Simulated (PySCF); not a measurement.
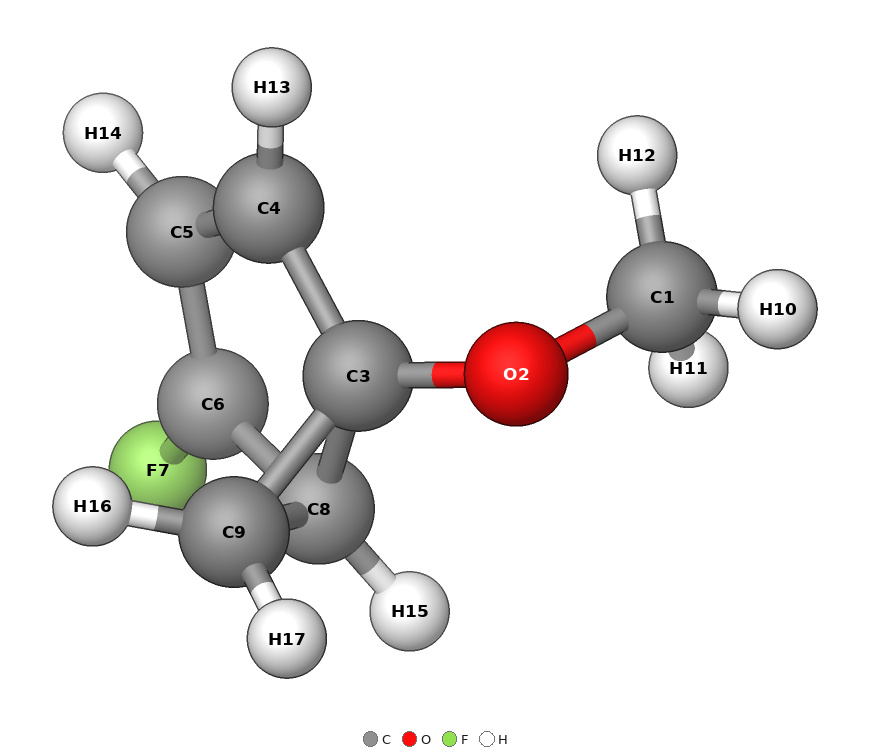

State: neutral, doublet. The computed structure is the end point of a GFN2-xTB optimisation. No frequency run is at hand to confirm it as a minimum. Properties computed with UKS B3LYP, pcH-1 on C F H O, non-relativistic (PySCF 2.14.0).

Give the isotropic hyperfine couplings (Fermi-contact term alone) of C1, O2, C3, C4, C5, C6, F7, C8, C9, H10, H11, H12, H13, H14, H15, H16, H17.

```tsv
atom	isotope	a_iso (MHz)
C1	13C	0.1
O2	17O	−12.2
C3	13C	−14.8
C4	13C	52.0
C5	13C	−43.1
C6	13C	59.3
F7	19F	95.2
C8	13C	−21.0
C9	13C	23.9
H10	1H	−0.4
H11	1H	0.1
H12	1H	1.6
H13	1H	−41.2
H14	1H	10.0
H15	1H	27.3
H16	1H	−8.4
H17	1H	−8.6
```
